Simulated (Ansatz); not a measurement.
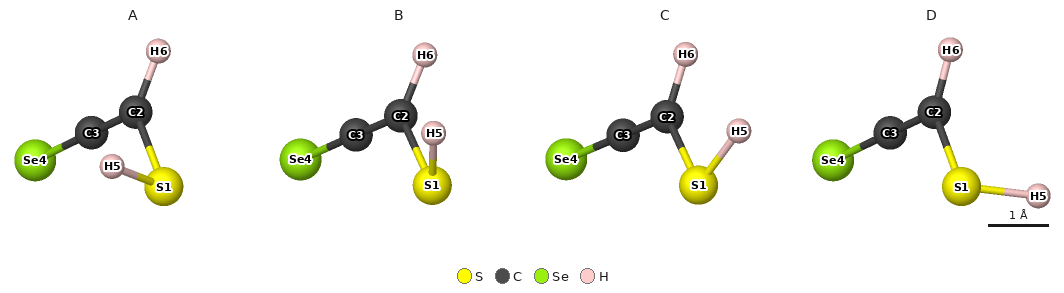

4 geometries from a converged minimum-energy path of C₂H₂SSe, shuffled. A ball-and-stick model, seen from a free direction.

Level of theory: RKS PBE0/def2-SVP in Ansatz 0.2.0. Settings: 9 movable images; climbing image; force threshold 0.05 eV/Å; iteration limit 24; starting path by image-dependent pair potential.

**Which frame is the top of the path?**

C. In order along the path, whose images run from 0 to 10: D (image 0, 0.000 eV), C (image 5, +0.071 eV), B (image 7, +0.039 eV), A (image 10, 0.000 eV). The motion is a rotation about the S1–C2 bond by about 155°, with a turn of about 305° about C2–C3. No bond forms or breaks between the ends. Bond angles that change up to the highest image, for instance: S1–C2–C3 118.7° → 124.6°, S1–C2–H6 120.3° → 117.4°.

Cost: 17 min on 1 thread of AMD EPYC 7R43 64-Core Processor (Zen 3), with other jobs on the host, peak memory 0.21 GiB.
